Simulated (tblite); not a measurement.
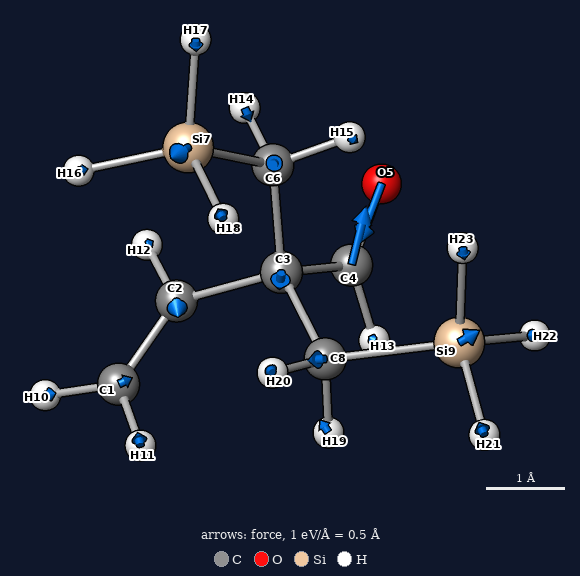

Starting geometry of C$_{6}$H$_{14}$OSi$_{2}$ with the computed forces as blue arrows. A ball-and-stick model, seen from a free direction.

Computed with GFN2-xTB geometry optimisation, gas phase (tblite). 

Question: What follows when this structure is relaxed?

Answer: It isn't relaxed: the largest force vector, on O5, is 1.82 eV/Å. The final displacements have little in common with the starting forces (cosine between the two patterns 0.15). The energy falls by 5.21 kcal/mol in 92 geometry steps. H22 moves most after the best rigid fit: 0.53 Å. By element the largest moves are H 0.53 Å, O 0.26 Å, C 0.13 Å, Si 0.10 Å. Among the contacts that change: C2–C3 1.546 → 1.514 Å, C3–C8 1.558 → 1.527 Å, C3–C4 1.547 → 1.517 Å, Si7–H18 1.491 → 1.465 Å. Bond angles that change, for instance: C3–C6–Si7 119.6° → 115.0°, C3–C8–Si9 118.7° → 114.6°, Si7–C6–H14 105.5° → 109.4°. Cost: 1.6 s on 1 thread of Arm Neoverse N1 (shared host).
